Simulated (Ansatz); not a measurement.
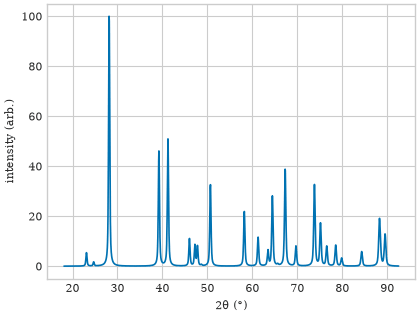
Simulated powder pattern, neutron, λ = 1.5401 Å

The pattern belongs to a structure relaxed with PBE in the plane-wave PAW code Ansatz.

**Question.** Which compound is it?
A. As, A7 (α-As type)
B. Ag, fcc (Cu type)
C. Ni, fcc (Cu type)
D. Sb, A7 (α-As type)

**Answer.** D, Sb, A7 (α-As type)

Space group R-3m (A7 (α-As type)). The cell was relaxed with PBE under the symmetry of its start. Scalar-relativistic: spin–orbit coupling is off unless named, which matters more the heavier the elements.

Potentials: the later of the program's two PAW sets.
